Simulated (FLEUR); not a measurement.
# Converging the basis cutoff: Al (Fm-3m, 1 atom in the cell)

```
CELL_PARAMETERS angstrom
      0.00000     2.03107     2.03107
      2.03107     0.00000     2.03107
      2.03107     2.03107     0.00000
ATOMIC_POSITIONS crystal
  Al 0.00000 0.00000 0.00000
```

Method of the run: PBEsol, all-electron FLAPW (FLEUR), scalar-relativistic valence.

Base settings: Kmax = 4 1/bohr; GmaxXC = 16 1/bohr; xcFunctional = PBEs; jspins = 1; l_soc = F; mode = hist; fermiSmearingEnergy = 0.00367493 Htr; mesh (inpgen div1-3) = 5 5 5; inpgen gamma flag = false; Gmax = 16 1/bohr.

Moved along: Gmax, GmaxXC.

The second cell is the first with its lattice scaled by 0.98.

The mesh stays at the base's, so the ladder's end is converged at best in this setting alone.

Only quantities that move along the ladder and can be compared are tabulated.

The starting cell has typed, rounded lattice constants, without a prior relaxation at this level. Its lattice was rescaled by up to half a per cent. Values depend on the basis (sphere radii, cutoffs, local orbitals), which need not be converged.

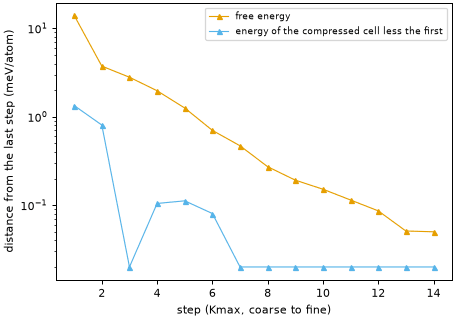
Fig. 1. Distance from the last step along the ladder; very small values are drawn at a floor.

| Kmax | free energy less the last step's (meV/atom) | energy of the compressed cell less the first (meV/atom) |
|---|---|---|
| 2.37 1/bohr | 14.01 | 8.63 |
| 2.53 1/bohr | 3.74 | 8.10 |
| 2.68 1/bohr | 2.80 | 7.31 |
| 2.83 1/bohr | 1.97 | 7.40 |
| 2.97 1/bohr | 1.26 | 7.18 |
| 3.1 1/bohr | 0.70 | 7.37 |
| 3.35 1/bohr | 0.47 | 7.28 |
| 3.58 1/bohr | 0.27 | 7.30 |
| 3.79 1/bohr | 0.19 | 7.29 |
| 4 1/bohr | 0.15 | 7.30 |
| 4.2 1/bohr | 0.11 | 7.29 |
| 4.38 1/bohr | 0.09 | 7.29 |
| 4.65 1/bohr | 0.05 | 7.29 |
| 4.9 1/bohr | 0.03 | 7.30 |
| 5.29 1/bohr | 0.00 | 7.29 |

Coarsest Kmax that holds the energy of the compressed cell less the first within 0.2 meV/atom of the last step, with all finer ones: 2.68 1/bohr; the step before is off by 0.81 meV/atom.

Coarsest Kmax that holds the free energy within 5 meV/atom of the last step, with all finer ones: 2.53 1/bohr; the step before is off by 14 meV/atom.

The energy difference between the two cells stays within 1 meV/atom of the last step's from 2.53 1/bohr on, the total only from 3.1 1/bohr on: much of the error is common to both cells and cancels.
